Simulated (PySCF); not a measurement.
# NMR shielding calculation of C₂H₁₀FNSi₂

The run: NMR shielding calculation of C₂H₁₀FNSi₂. Method and program: GIAO PBE0/pcSseg-1 NMR shielding, non-relativistic, gas phase (PySCF 2.14.0).

The geometry comes from this level: GFN2-xTB. It belongs to a series of runs on one base structure; here: constitutional isomer. Figures and captions count atoms from 1; the log counts them from 0 in places.

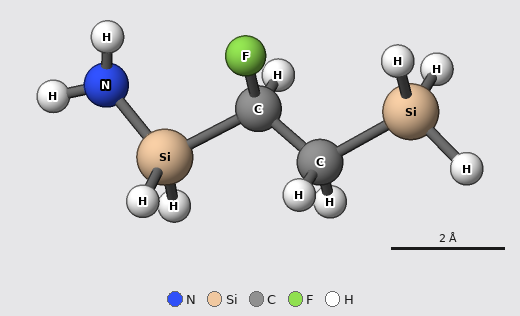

**Figure 1.** The structure (ball-and-stick view, seen at a tilt).

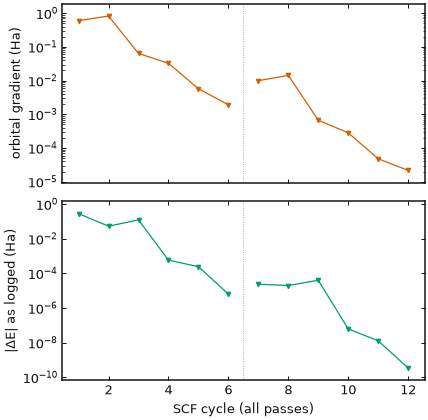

**Figure 2.** Convergence of the self-consistent field: orbital gradient and size of the energy change against the SCF cycle. The dotted line marks the change from a coarse to the final integration grid. The first 6 cycles use a coarse grid, the final grid takes over at cycle 7, and the field converges after 12 cycles in all.

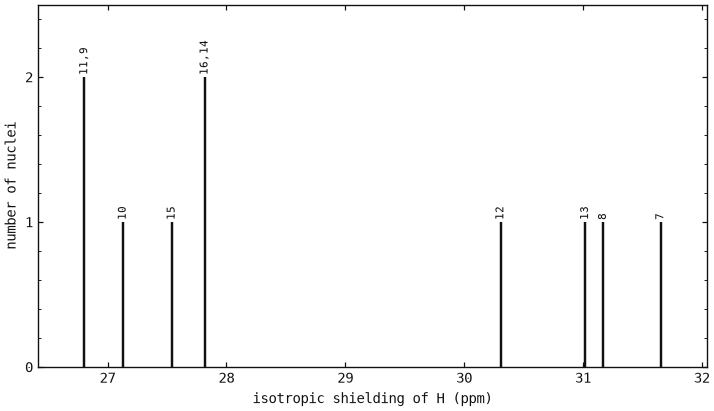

**Figure 3.** Isotropic shieldings of the hydrogen nuclei in this fixed geometry, labelled by atom number; shielding grows to the right, so chemical shift grows to the left. The least shielded is H11 (26.8 ppm), the most shielded H7 (31.7 ppm).

The input and output of the run follow.

## Input file
```
{"job": {"kind": "nmr", "xc": "PBE0", "basis": "pcSseg-1"}, "charge": 0, "multiplicity": 1}
N      2.835493    -0.846325     0.915879
Si     1.798222    -0.204565    -0.292975
C      0.067045    -0.179613     0.532152
F      0.142726     0.608494     1.686924
C     -1.035070     0.365446    -0.360123
Si    -2.724813     0.456639     0.518181
H      3.811413    -0.985502     0.712439
H      2.721837    -0.525300     1.864945
H      2.082297     1.157716    -0.766248
H      1.796360    -1.150637    -1.408287
H     -0.210474    -1.174481     0.899136
H     -0.743248     1.355721    -0.714447
H     -1.095495    -0.277740    -1.238625
H     -3.082911    -0.893896     0.961664
H     -2.656242     1.362950     1.660918
H     -3.714738     0.940037    -0.447978
```

The first line tells a small driver script what to run in PySCF; the rest is the geometry in Å.

Launch command:
```bash
OMP_NUM_THREADS=1 python <driver script> task.json out
```

## Log
```
coarse grid: 13768 points
cycle   1  E = -815.1594670091  dE =  2.823e-01  |g| = 6.045e-01  |ddm| = 3.430e+00
cycle   2  E = -815.1061762062  dE =  5.329e-02  |g| = 8.252e-01  |ddm| = 1.114e+00
cycle   3  E = -815.2291674628  dE = -1.230e-01  |g| = 6.393e-02  |ddm| = 6.936e-01
cycle   4  E = -815.2297501900  dE = -5.827e-04  |g| = 3.276e-02  |ddm| = 6.817e-02
cycle   5  E = -815.2299953985  dE = -2.452e-04  |g| = 5.749e-03  |ddm| = 2.994e-02
cycle   6  E = -815.2300017900  dE = -6.391e-06  |g| = 1.918e-03  |ddm| = 5.784e-03
final grid: 122584 points
cycle   7  E = -815.2680991067  dE = -2.378e-05  |g| = 9.970e-03  |ddm| = 1.966e-02
cycle   8  E = -815.2680791655  dE =  1.994e-05  |g| = 1.436e-02  |ddm| = 1.832e-02
cycle   9  E = -815.2681193163  dE = -4.015e-05  |g| = 6.701e-04  |ddm| = 1.045e-02
cycle  10  E = -815.2681193781  dE = -6.185e-08  |g| = 2.830e-04  |ddm| = 7.262e-04
cycle  11  E = -815.2681193910  dE = -1.284e-08  |g| = 4.813e-05  |ddm| = 2.276e-04
cycle  12  E = -815.2681193913  dE = -3.433e-10  |g| = 2.171e-05  |ddm| = 5.712e-05
converged SCF energy = -815.2681193913

GIAO shielding tensors (ppm)
atom      isotropic    diamagn.    paramagn.     s11        s22        s33       span
  0 N      265.068     315.386     -50.319    233.630    259.357    302.217     68.587
  1 Si     382.452     879.922    -497.469    345.221    369.119    433.016     87.796
  2 C       94.668     250.263    -155.595     52.744     78.824    152.435     99.691
  3 F      418.392     476.707     -58.315    392.400    405.776    457.000     64.600
  4 C      171.876     253.200     -81.324    152.373    172.175    191.078     38.704
  5 Si     423.001     879.178    -456.177    390.512    416.333    462.159     71.648
  6 H       31.652      28.025       3.627     23.744     26.886     44.327     20.583
  7 H       31.170      31.194      -0.023     22.883     29.228     41.400     18.517
  8 H       26.822      30.130      -3.308     23.213     25.897     31.356      8.142
  9 H       27.129      29.956      -2.826     23.641     26.039     31.708      8.067
 10 H       26.788      33.156      -6.368     24.089     26.888     29.388      5.299
 11 H       30.306      32.494      -2.188     25.691     29.909     35.319      9.628
 12 H       31.019      32.401      -1.382     25.796     29.933     37.329     11.534
 13 H       27.835      28.710      -0.875     24.616     25.920     32.970      8.354
 14 H       27.541      28.692      -1.152     23.723     26.647     32.252      8.529
 15 H       27.800      28.214      -0.413     24.409     25.560     33.433      9.024
```

## Summary

- outcome: converged
- total energy: −815.268119 hartree
- HOMO: −7.41 eV
- LUMO: 0.53 eV
- dipole moment: 1.53 D
- isotropic shielding, N: 265.1 ppm
- isotropic shielding, Si: 382.5 to 423.0 ppm
- isotropic shielding, C: 94.7 to 171.9 ppm
- isotropic shielding, F: 418.4 ppm
- isotropic shielding, H: 26.8 to 31.7 ppm
- hardware: 1 CPU thread, shared host
- wall time: 39 s
- peak memory: 0.74 GiB
